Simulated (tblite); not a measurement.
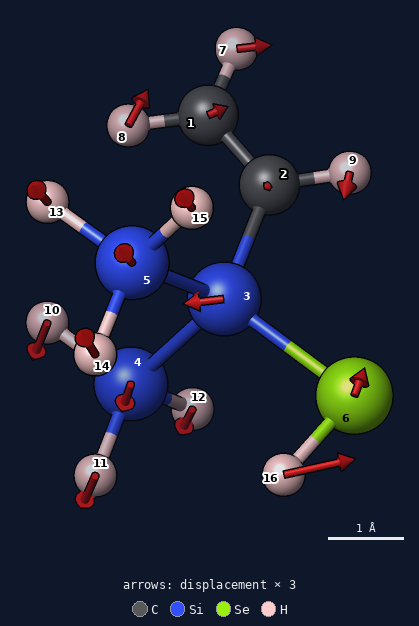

This is a relaxation of C2H10SeSi3. The starting structure is drawn; red arrows show the displacements, magnified 3 times. The two geometries are superimposed by the best rigid fit.

A ball-and-stick model, seen from a free direction.

Level of theory: GFN2-xTB geometry optimisation, gas phase (tblite 0.8.0). 

**Which element moves most?**

Hydrogen: up to 0.34 Å, against 0.23 Å for silicon.

**Describe the change and its energy.**

Over 59 geometry steps the energy falls by 0.463 eV. The atom that moves furthest after the best rigid fit is H16 (0.34 Å). Largest moves by element: H 0.34 Å, Si 0.23 Å, Se 0.15 Å, C 0.10 Å. Near-neighbour distances that change, for instance: Si3–Si5 2.230 → 2.351 Å, Se6–H16 1.533 → 1.428 Å, Si3–Si4 2.246 → 2.351 Å, Si3–Se6 2.281 → 2.375 Å. Bond angles that change, for instance: C2–Si3–Se6 110.2° → 98.7°, Si4–Si3–Si5 108.8° → 120.2°, Si3–Si4–H12 108.7° → 114.9°.
